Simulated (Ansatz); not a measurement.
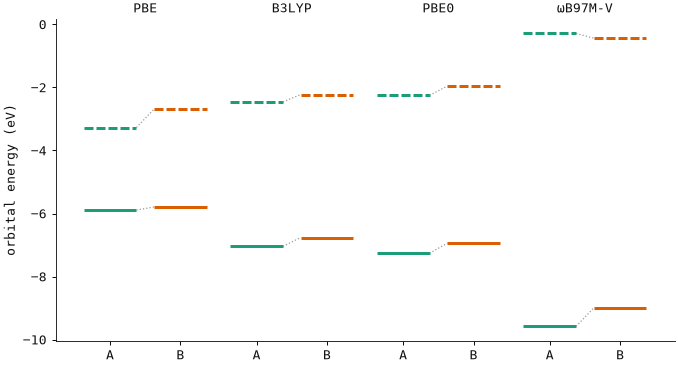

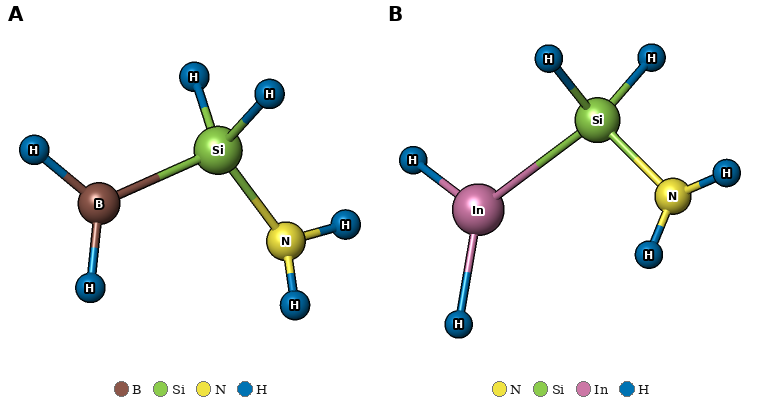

One change: A, BSiNH₆ (SMILES B[SiH2]N), becomes B, InSiNH₆ (SMILES N[SiH2][InH2]). BH₂ on Si is replaced by InH₂. HOMO (solid) and LUMO (dashed) computed in def2-TZVPP at PBE0-D4/def2-TZVP geometries, both minima by their frequencies, gas phase, the Ansatz code.

### What does the change do to HOMO and LUMO?

PBE: the HOMO rises by 0.10 eV, the LUMO rises by 0.58 eV, and the separation goes from 2.62 to 3.10 eV. B3LYP: the HOMO rises by 0.28 eV, the LUMO rises by 0.23 eV, and the separation goes from 4.58 to 4.53 eV. PBE0: the HOMO rises by 0.32 eV, the LUMO rises by 0.29 eV, and the separation goes from 5.01 to 4.98 eV. ωB97M-V: the HOMO rises by 0.58 eV, the LUMO falls by 0.15 eV, and the separation goes from 9.29 to 8.56 eV.

### Do the functionals agree on the effect?

Not on every direction; the HOMO shift lies between 0.10 and 0.58 eV and the LUMO shift between −0.15 and 0.58 eV, while the separations themselves differ by up to 6.7 eV between functionals.

Known limits of this run: core potentials past krypton; spin-orbit coupling is left out, and with In it can shift these values.
